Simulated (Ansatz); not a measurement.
# SiCl3F + H2O: a complex and its separated parts, part 1 of 2

Aim: how far the complex at one end of a reaction step lies below its separated, relaxed parts, level by level.

Method: PBE0-D4/def2-TZVP structures, single points in def2-TZVPP, no counterpoise correction; program: Ansatz 0.2.0, Gaussian basis.

Levels: SPW92, PBE-D4, BLYP-D4, r2SCAN-D4, B97M-V, PBE0-D4, B3LYP-D4, r2SCAN0-D4, BHLYP-D4, CAM-B3LYP-D4, wB97X-V, wB97M-V, B2PLYP, PBE-QIDH, RPA on PBE, Hartree-Fock, MP2, CCSD, CCSD(T).

Cores are frozen in the correlated methods. B3LYP uses VWN-RPA correlation. B2PLYP carries no dispersion term here.

94 further runs of the same task are left out: 94 set aside as unsound or not needed. Runs told in other sessions of the task aren't counted.

## Step 1: Where the work starts

The complex: 8 atoms, charge 0, spin multiplicity 1.

Atoms are counted from 1 here; the program's logs count them from 0.

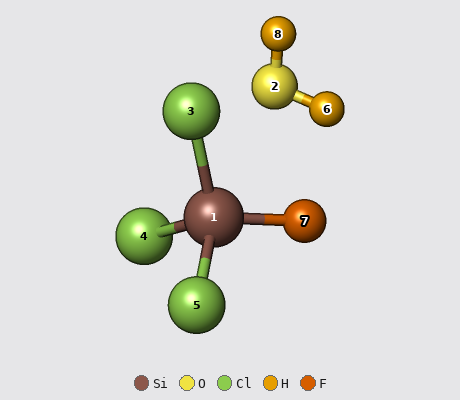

The starting geometry (silicon brown, oxygen yellow, chlorine green, hydrogen amber, fluorine orange); atoms are numbered from 1 in the order of the file.

Coordinates:

```xyz
8
Cl3FH2OSi
Si   -1.05650   -0.02167   -0.65329
O     1.54897    0.03529    1.35664
Cl    0.01715   -1.63614   -1.21152
Cl   -1.82757   -0.23012    1.18834
Cl   -2.54710    0.27114   -1.98714
H     1.76564    0.88519    0.96547
F    -0.13624    1.26010   -0.71340
H     2.23554   -0.56379    1.05491
```

Its parts: SiCl3F holds atoms 1, 3, 4, 5, 7; H2O holds atoms 2, 6, 8. Each part counts its atoms afresh in its own runs.

## Step 2: Relaxing SiCl3F alone

File relax-a/in.yaml:

```yaml
crystal:
  periodic: [false, false, false]
  atoms:
    - {symbol: Si, position_ang: [-1.056497, -0.021673, -0.653292]}
    - {symbol: Cl, position_ang: [0.017152, -1.636137, -1.211516]}
    - {symbol: Cl, position_ang: [-1.827568, -0.230120, 1.188339]}
    - {symbol: Cl, position_ang: [-2.547095, 0.271137, -1.987140]}
    - {symbol: F, position_ang: [-0.136242, 1.260099, -0.713400]}
basis:
  gaussian: {orbitals: def2-TZVP}
hamiltonian: {xc: pbe0, dispersion: d4}
relax: {f_tol: 0.005, max_steps: 200}
```

Started as:

```sh
$ ansatz run in.yaml --threads 8 --pin off --events-out ev --progress --plain --max-ram 19148MiB
```

The program printed, cut to the lines that bear on the results:

```text
Functional definition: PBE0
  name "PBE0"
  cite "Adamo & Barone, J. Chem. Phys. 110, 6158 (1999) doi:10.1063/1.478522"
  cite "Perdew, Burke & Ernzerhof, Phys. Rev. Lett. 77, 3865 (1996) doi:10.1103/PhysRevLett.77.3865"
  parent pbe
[...]
1228 factors; their error is unknown
[...]
mean field -48153.14327590 eV, -1769.5953760167 hartree, gradient 7.5e-6 eV, S^2 0.000000; 0 other end points of the search recorded, 0 dependent functions left out
[...]
reference -48153.14330202 eV, -1769.5953769766 hartree; 37, 37 occupied and 142, 142 virtual orbitals, 1228 factors
[...]
reference -48153.15425720 eV, -1769.5957795717 hartree; 37, 37 occupied and 142, 142 virtual orbitals, 1228 factors
Total energy: -48153.33845167 eV, -1769.6025485937 hartree
Atom 0 at    -1.070916    -0.018625    -0.676258 Å, force     0.000171     0.000215     0.000010 eV/Å
Atom 1 at     0.022957    -1.629376    -1.192495 Å, force     0.000303    -0.000426    -0.000174 eV/Å
Atom 2 at    -1.808023    -0.231451     1.186256 Å, force    -0.000201    -0.000018     0.000501 eV/Å
Atom 3 at    -2.562134     0.276985    -1.997797 Å, force    -0.000440     0.000052    -0.000380 eV/Å
Atom 4 at    -0.132134     1.245772    -0.696715 Å, force     0.000166     0.000177     0.000043 eV/Å
Dipole moment:    -0.068754    -0.092596     0.001496 e Å
```

Run time: 17 s. Hardware: 8 threads of Intel Xeon at 2.50GHz, shared host.

Step by step:

```tsv
step	energy from step 1 (eV)	largest force component (eV/Å)
1	0.0000	0.4637
2	-0.0054	0.1327
3	-0.0091	0.3141
4	-0.0109	0.0099
5	-0.0109	0.0005
```

Distances of close pairs at the start and the end, largest changes first:

```tsv
bond	before (Å)	after (Å)	change (Å)
Si1–Cl4	2.022	2.014	-0.007
Si1–Cl3	2.007	2.014	+0.007
Si1–F5	1.579	1.575	-0.004
Si1–Cl2	2.018	2.014	-0.003
```

## Step 3: Relaxing H2O alone

File relax-b/in.yaml:

```yaml
crystal:
  periodic: [false, false, false]
  atoms:
    - {symbol: O, position_ang: [1.548970, 0.035293, 1.356637]}
    - {symbol: H, position_ang: [1.765641, 0.885193, 0.965467]}
    - {symbol: H, position_ang: [2.235539, -0.563792, 1.054906]}
basis:
  gaussian: {orbitals: def2-TZVP}
hamiltonian: {xc: pbe0, dispersion: d4}
relax: {f_tol: 0.005, max_steps: 200}
```

Started as:

```sh
$ ansatz run in.yaml --threads 8 --pin off --events-out ev --progress --plain --max-ram 19148MiB
```

The program printed, cut to the lines that bear on the results:

```text
[... 5 set-up lines as earlier in the session ...]
[...]
239 factors; their error is unknown
[...]
mean field -2078.33302921 eV, -76.3773300789 hartree, gradient 1.2e-5 eV, S^2 0.000000; 0 other end points of the search recorded, 0 dependent functions left out
[...]
reference -2078.33309063 eV, -76.3773323359 hartree; 5, 5 occupied and 38, 38 virtual orbitals, 239 factors
Total energy: -2078.33734613 eV, -76.3774887226 hartree
Atom 0 at     1.548529     0.035362     1.356921 Å, force    -0.004112    -0.002141     0.003439 eV/Å
Atom 1 at     1.766210     0.883901     0.965444 Å, force     0.002069     0.001995    -0.001992 eV/Å
Atom 2 at     2.235412    -0.562569     1.054645 Å, force     0.002043     0.000145    -0.001447 eV/Å
Dipole moment:     0.333583     0.092422    -0.255842 e Å
```

It took 0.96 s on 8 threads of Intel Xeon at 2.50GHz, shared host.

Step by step:

```tsv
step	energy from step 1 (eV)	largest force component (eV/Å)
1	0.0000	0.0479
2	0.0000	0.0102
3	0.0000	0.0041
```

Distances of close pairs at the start and the end, largest changes first:

```tsv
bond	before (Å)	after (Å)	change (Å)
O1–H2	0.960	0.960	-0.001
O1–H3	0.960	0.960	-0.000
```

## Step 4: SPW92/def2-TZVPP

File parta/in.yaml:

```yaml
crystal:
  periodic: [false, false, false]
  atoms:
    - {symbol: Si, position_ang: [-1.070916, -0.018625, -0.676258]}
    - {symbol: Cl, position_ang: [0.022957, -1.629376, -1.192495]}
    - {symbol: Cl, position_ang: [-1.808023, -0.231451, 1.186256]}
    - {symbol: Cl, position_ang: [-2.562134, 0.276985, -1.997797]}
    - {symbol: F, position_ang: [-0.132134, 1.245772, -0.696715]}
basis:
  gaussian: {orbitals: def2-TZVPP}
hamiltonian: {xc: lda}
```

File partb/in.yaml:

```yaml
crystal:
  periodic: [false, false, false]
  atoms:
    - {symbol: O, position_ang: [1.548529, 0.035362, 1.356921]}
    - {symbol: H, position_ang: [1.766210, 0.883901, 0.965444]}
    - {symbol: H, position_ang: [2.235412, -0.562569, 1.054645]}
basis:
  gaussian: {orbitals: def2-TZVPP}
hamiltonian: {xc: lda}
```

One command serves all of them, each in its own folder.

Started as:

```sh
$ ansatz run in.yaml --threads 8 --pin off --events-out ev --progress --plain --max-ram 19148MiB
```

Output in parta, cut to the lines that bear on the results:

```text
Functional definition: SPW92
  name "SPW92"
  cite "Dirac, Proc. Camb. Phil. Soc. 26, 376 (1930) doi:10.1017/S0305004100016108"
  cite "Slater, Phys. Rev. 81, 385 (1951) doi:10.1103/PhysRev.81.385"
  cite "Perdew & Wang, Phys. Rev. B 45, 13244 (1992) doi:10.1103/PhysRevB.45.13244"
[...]
1326 factors; their error is unknown
[...]
mean field -48001.70007425 eV, -1764.0299410078 hartree, gradient 6.9e-5 eV, S^2 0.000000; 0 other end points of the search recorded, 0 dependent functions left out
reference -48001.70010750 eV, -1764.0299422299 hartree; 37, 37 occupied and 162, 162 virtual orbitals, 1326 factors
Total energy: -48001.70010750 eV, -1764.0299422299 hartree
```

Output in partb, cut to the lines that bear on the results:

```text
[... 5 set-up lines as earlier in the session ...]
[...]
269 factors; their error is unknown
[...]
mean field -2065.39688488 eV, -75.9019355432 hartree, gradient 5.3e-5 eV, S^2 0.000000; 0 other end points of the search recorded, 0 dependent functions left out
reference -2065.39690371 eV, -75.9019362352 hartree; 5, 5 occupied and 54, 54 virtual orbitals, 269 factors
Total energy: -2065.39690371 eV, -75.9019362352 hartree
```

Times: 1.1 s (parta), 0.25 s (partb) on 8 threads of Intel Xeon at 2.50GHz, shared host.

## Step 5: PBE-D4/def2-TZVPP

The same edit goes into each in.yaml of step 4 (parta, partb):

```diff
-hamiltonian: {xc: lda}
+hamiltonian: {xc: pbe, dispersion: d4}
```

The same command starts each run, in its folder.

Started as:

```sh
$ ansatz run in.yaml --threads 8 --pin off --events-out ev --progress --plain --max-ram 19148MiB
```

parta printed, cut to the lines that bear on the results:

```text
Functional definition: PBE
  name "PBE"
[... 2 set-up lines as earlier in the session ...]
[...]
1326 factors; their error is unknown
[...]
mean field -48149.38418080 eV, -1769.4572318197 hartree, gradient 6.4e-5 eV, S^2 0.000000; 0 other end points of the search recorded, 0 dependent functions left out
reference -48149.38421635 eV, -1769.4572331262 hartree; 37, 37 occupied and 162, 162 virtual orbitals, 1326 factors
Total energy: -48149.60087141 eV, -1769.4651950527 hartree
```

Output in partb, cut to the lines that bear on the results:

```text
[... 4 set-up lines as earlier in the session ...]
[...]
269 factors; their error is unknown
[...]
mean field -2078.40749388 eV, -76.3800666050 hartree, gradient 4.5e-5 eV, S^2 0.000000; 0 other end points of the search recorded, 0 dependent functions left out
reference -2078.40751435 eV, -76.3800673573 hartree; 5, 5 occupied and 54, 54 virtual orbitals, 269 factors
Total energy: -2078.41283100 eV, -76.3802627406 hartree
```

Times: 1.5 s (parta), 0.3 s (partb) on 8 threads of Intel Xeon at 2.50GHz, shared host.

## Step 6: BLYP-D4/def2-TZVPP

The same edit goes into each in.yaml of step 5 (parta, partb):

```diff
-hamiltonian: {xc: pbe, dispersion: d4}
+hamiltonian: {xc: {name: BLYP}, dispersion: d4}
```

One command serves all of them, each in its own folder.

Started as:

```sh
$ ansatz run in.yaml --threads 8 --pin off --events-out ev --progress --plain --max-ram 19148MiB
```

Log of parta, cut to the lines that bear on the results:

```text
Functional definition: BLYP
  name "BLYP"
  cite "Becke, Phys. Rev. A 38, 3098 (1988) doi:10.1103/PhysRevA.38.3098"
  cite "Lee, Yang & Parr, Phys. Rev. B 37, 785 (1988) doi:10.1103/PhysRevB.37.785"
[...]
1326 factors; their error is unknown
[...]
mean field -48170.72439027 eV, -1770.2414700528 hartree, gradient 7.7e-5 eV, S^2 0.000000; 0 other end points of the search recorded, 0 dependent functions left out
reference -48170.72474011 eV, -1770.2414829090 hartree; 37, 37 occupied and 162, 162 virtual orbitals, 1326 factors
Total energy: -48171.19663327 eV, -1770.2588246629 hartree
```

partb printed, cut to the lines that bear on the results:

```text
[... 4 set-up lines as earlier in the session ...]
[...]
269 factors; their error is unknown
[...]
mean field -2080.27670949 eV, -76.4487590114 hartree, gradient 8.7e-5 eV, S^2 0.000000; 0 other end points of the search recorded, 0 dependent functions left out
reference -2080.27689903 eV, -76.4487659771 hartree; 5, 5 occupied and 54, 54 virtual orbitals, 269 factors
Total energy: -2080.28974046 eV, -76.4492378910 hartree
```

Times: 1.6 s (parta), 0.3 s (partb) on 8 threads of Intel Xeon at 2.50GHz, shared host.

## Step 7: r2SCAN-D4/def2-TZVPP

Each input of step 6 (parta, partb) changes in the same lines:

```diff
-hamiltonian: {xc: {name: BLYP}, dispersion: d4}
+hamiltonian: {xc: r2scan, dispersion: d4}
```

One command serves all of them, each in its own folder.

Started as:

```sh
$ ansatz run in.yaml --threads 8 --pin off --events-out ev --progress --plain --max-ram 19148MiB
```

parta printed, cut to the lines that bear on the results:

```text
Functional definition: r2SCAN
  name "r2SCAN"
  cite "Furness, Kaplan, Ning, Perdew & Sun, J. Phys. Chem. Lett. 11, 8208 (2020) doi:10.1021/acs.jpclett.0c02405"
  cite "Furness, Kaplan, Ning, Perdew & Sun, J. Phys. Chem. Lett. 11, 9248 (2020) doi:10.1021/acs.jpclett.0c03077"
  parent r2scan
[...]
1326 factors; their error is unknown
[...]
mean field -48167.22560806 eV, -1770.1128921781 hartree, gradient 5.0e-5 eV, S^2 0.000000; 0 other end points of the search recorded, 0 dependent functions left out
reference -48167.22561683 eV, -1770.1128925005 hartree; 37, 37 occupied and 162, 162 virtual orbitals, 1326 factors
Total energy: -48167.27259703 eV, -1770.1146189910 hartree
```

Log of partb, cut to the lines that bear on the results:

```text
[... 5 set-up lines as earlier in the session ...]
[...]
269 factors; their error is unknown
[...]
mean field -2079.58111884 eV, -76.4231965268 hartree, gradient 8.5e-5 eV, S^2 0.000000; 0 other end points of the search recorded, 0 dependent functions left out
reference -2079.58112405 eV, -76.4231967180 hartree; 5, 5 occupied and 54, 54 virtual orbitals, 269 factors
Total energy: -2079.58239648 eV, -76.4232434789 hartree
```

Wall times: 2.9 s (parta), 0.66 s (partb) on 8 threads of Intel Xeon at 2.50GHz, shared host.

## Step 8: B97M-V/def2-TZVPP

The same edit goes into each in.yaml of step 7 (parta, partb):

```diff
-hamiltonian: {xc: r2scan, dispersion: d4}
+hamiltonian: {xc: {name: B97M-V}}
```

One command serves all of them, each in its own folder.

Started as:

```sh
$ ansatz run in.yaml --threads 8 --pin off --events-out ev --progress --plain --max-ram 19148MiB
```

parta printed, cut to the lines that bear on the results:

```text
Functional definition: B97M-V
  name "B97M-V"
  cite "Mardirossian & Head-Gordon, J. Chem. Phys. 142, 074111 (2015) doi:10.1063/1.4907719"
  cite "Becke, J. Chem. Phys. 107, 8554 (1997) doi:10.1063/1.475007"
  cite "Vydrov & Van Voorhis, J. Chem. Phys. 133, 244103 (2010) doi:10.1063/1.3521275"
  # Of w^i u^j: cxij and so on, Table III.
[...]
  gx(w, u) = cx00 + cx01*u + cx02*u^2 + (cx10 + cx11*u)*w
[...]
  gos(w, u) = cos00 + cos01*u + cos03*u^3 + cos10*w + cos32*w^3*u^2
[...]
      + integral(e_c_pw_mod_opposite_spin*gos(b97_w_opposite, b97_u_opposite)) + vv10(b, c)
1326 factors; their error is unknown
[...]
mean field -48158.73670625 eV, -1769.8009307905 hartree, gradient 3.5e-5 eV, S^2 0.000000; 0 other end points of the search recorded, 0 dependent functions left out
reference -48158.73675358 eV, -1769.8009325299 hartree; 37, 37 occupied and 162, 162 virtual orbitals, 1326 factors
Total energy: -48158.73675358 eV, -1769.8009325299 hartree
```

partb printed, cut to the lines that bear on the results:

```text
[... 5 set-up lines as earlier in the session ...]
  # Of w^i u^j: cxij and so on, Table III.
[...]
  gx(w, u) = cx00 + cx01*u + cx02*u^2 + (cx10 + cx11*u)*w
[...]
  gos(w, u) = cos00 + cos01*u + cos03*u^3 + cos10*w + cos32*w^3*u^2
[...]
      + integral(e_c_pw_mod_opposite_spin*gos(b97_w_opposite, b97_u_opposite)) + vv10(b, c)
269 factors; their error is unknown
[...]
mean field -2079.93549678 eV, -76.4362196756 hartree, gradient 2.9e-5 eV, S^2 0.000000; 0 other end points of the search recorded, 0 dependent functions left out
reference -2079.93552359 eV, -76.4362206610 hartree; 5, 5 occupied and 54, 54 virtual orbitals, 269 factors
Total energy: -2079.93552359 eV, -76.4362206610 hartree
```

Times: 4 s (parta), 0.66 s (partb) on 8 threads of Intel Xeon at 2.50GHz, shared host.

## Step 9: PBE0-D4/def2-TZVPP

The same edit goes into each in.yaml of step 8 (parta, partb):

```diff
-hamiltonian: {xc: {name: B97M-V}}
+hamiltonian: {xc: pbe0, dispersion: d4}
+output: {orbitals: {seedname: orbitals}}
```

Each run has its own folder and the same command.

Started as:

```sh
$ ansatz run in.yaml --threads 8 --pin off --events-out ev --progress --plain --max-ram 19148MiB
```

Log of parta, cut to the lines that bear on the results:

```text
[... 5 set-up lines as earlier in the session ...]
[...]
1422 factors; their error is unknown
[...]
mean field -48153.16089722 eV, -1769.5960235881 hartree, gradient 3.9e-5 eV, S^2 0.000000; 0 other end points of the search recorded, 0 dependent functions left out
reference -48153.16092337 eV, -1769.5960245490 hartree; 37, 37 occupied and 162, 162 virtual orbitals, 1422 factors
Total energy: -48153.34511784 eV, -1769.6027935712 hartree
```

partb printed, cut to the lines that bear on the results:

```text
[... 5 set-up lines as earlier in the session ...]
[...]
269 factors; their error is unknown
[...]
mean field -2078.42781885 eV, -76.3808135337 hartree, gradient 1.3e-5 eV, S^2 0.000000; 0 other end points of the search recorded, 0 dependent functions left out
reference -2078.42783335 eV, -76.3808140666 hartree; 5, 5 occupied and 54, 54 virtual orbitals, 269 factors
Total energy: -2078.43208885 eV, -76.3809704533 hartree
```

Times: 2.5 s (parta), 0.36 s (partb) on 8 threads of Intel Xeon at 2.50GHz, shared host; peak memory 0.64 GiB.

## Step 10: B3LYP-D4/def2-TZVPP

Each input of step 9 (parta, partb) changes in the same lines:

```diff
-hamiltonian: {xc: pbe0, dispersion: d4}
-output: {orbitals: {seedname: orbitals}}
+hamiltonian: {xc: {name: B3LYP}, dispersion: d4}
```

One command serves all of them, each in its own folder.

Started as:

```sh
$ ansatz run in.yaml --threads 8 --pin off --events-out ev --progress --plain --max-ram 19148MiB
```

Log of parta, cut to the lines that bear on the results:

```text
Functional definition: B3LYP
  name "B3LYP"
  cite "Stephens, Devlin, Chabalowski & Frisch, J. Phys. Chem. 98, 11623 (1994) doi:10.1021/j100096a001"
[... 2 set-up lines as earlier in the session ...]
  cite "Vosko, Wilk & Nusair, Can. J. Phys. 58, 1200 (1980) doi:10.1139/p80-159"
[...]
1386 factors; their error is unknown
[...]
mean field -48172.86311198 eV, -1770.3200666260 hartree, gradient 6.3e-5 eV, S^2 0.000000; 0 other end points of the search recorded, 0 dependent functions left out
reference -48172.86337085 eV, -1770.3200761391 hartree; 37, 37 occupied and 162, 162 virtual orbitals, 1386 factors
Total energy: -48173.22234515 eV, -1770.3332682013 hartree
```

Log of partb, cut to the lines that bear on the results:

```text
[... 6 set-up lines as earlier in the session ...]
[...]
269 factors; their error is unknown
[...]
mean field -2080.76394908 eV, -76.4666647364 hartree, gradient 1.2e-5 eV, S^2 0.000000; 0 other end points of the search recorded, 0 dependent functions left out
reference -2080.76408743 eV, -76.4666698207 hartree; 5, 5 occupied and 54, 54 virtual orbitals, 269 factors
Total energy: -2080.77251285 eV, -76.4669794489 hartree
```

Wall times: 2.4 s (parta), 0.35 s (partb) on 8 threads of Intel Xeon at 2.50GHz, shared host.

## Step 11: r2SCAN0-D4/def2-TZVPP

Each input of step 10 (parta, partb) changes in the same lines:

```diff
-hamiltonian: {xc: {name: B3LYP}, dispersion: d4}
+hamiltonian: {xc: {name: r2SCAN0}, dispersion: d4}
```

The same command starts each run, in its folder.

Started as:

```sh
$ ansatz run in.yaml --threads 8 --pin off --events-out ev --progress --plain --max-ram 19148MiB
```

Log of parta, cut to the lines that bear on the results:

```text
Functional definition: r2SCAN0
  name "r2SCAN0"
  cite "Bursch, Neugebauer, Ehlert & Grimme, J. Chem. Phys. 156, 134105 (2022) doi:10.1063/5.0086040"
[... 3 set-up lines as earlier in the session ...]
[...]
1422 factors; their error is unknown
[...]
mean field -48166.50307381 eV, -1770.0863395340 hartree, gradient 5.1e-5 eV, S^2 0.000000; 0 other end points of the search recorded, 0 dependent functions left out
reference -48166.50308073 eV, -1770.0863397883 hartree; 37, 37 occupied and 162, 162 virtual orbitals, 1422 factors
Total energy: -48166.56122520 eV, -1770.0884765583 hartree
```

Log of partb, cut to the lines that bear on the results:

```text
[... 6 set-up lines as earlier in the session ...]
[...]
269 factors; their error is unknown
[...]
mean field -2079.27473452 eV, -76.4119371106 hartree, gradient 2.0e-5 eV, S^2 0.000000; 0 other end points of the search recorded, 0 dependent functions left out
reference -2079.27473862 eV, -76.4119372613 hartree; 5, 5 occupied and 54, 54 virtual orbitals, 269 factors
Total energy: -2079.27614267 eV, -76.4119888590 hartree
```

They took 3.8 s (parta), 0.7 s (partb) on 8 threads of Intel Xeon at 2.50GHz, shared host.

## Step 12: BHLYP-D4/def2-TZVPP

Each input of step 11 (parta, partb) changes in the same lines:

```diff
-hamiltonian: {xc: {name: r2SCAN0}, dispersion: d4}
+hamiltonian: {xc: {name: BHLYP}, dispersion: d4}
```

One command serves all of them, each in its own folder.

Started as:

```sh
$ ansatz run in.yaml --threads 8 --pin off --events-out ev --progress --plain --max-ram 19148MiB
```

Output in parta, cut to the lines that bear on the results:

```text
Functional definition: BHLYP
  name "BHLYP"
  cite "Becke, J. Chem. Phys. 98, 1372 (1993) doi:10.1063/1.464304"
[... 2 set-up lines as earlier in the session ...]
[...]
1517 factors; their error is unknown
[...]
mean field -48170.43965111 eV, -1770.2310060816 hartree, gradient 5.6e-5 eV, S^2 0.000000; 0 other end points of the search recorded, 0 dependent functions left out
reference -48170.43982679 eV, -1770.2310125378 hartree; 37, 37 occupied and 162, 162 virtual orbitals, 1517 factors
Total energy: -48170.74802939 eV, -1770.2423387743 hartree
```

partb printed, cut to the lines that bear on the results:

```text
[... 5 set-up lines as earlier in the session ...]
[...]
295 factors; their error is unknown
[...]
mean field -2079.57897717 eV, -76.4231178218 hartree, gradient 2.0e-5 eV, S^2 0.000000; 0 other end points of the search recorded, 0 dependent functions left out
reference -2079.57906795 eV, -76.4231211580 hartree; 5, 5 occupied and 54, 54 virtual orbitals, 295 factors
Total energy: -2079.58401939 eV, -76.4233031200 hartree
```

Times: 2.8 s (parta), 0.4 s (partb) on 8 threads of Intel Xeon at 2.50GHz, shared host.

(Continued in part 2 of 2.)
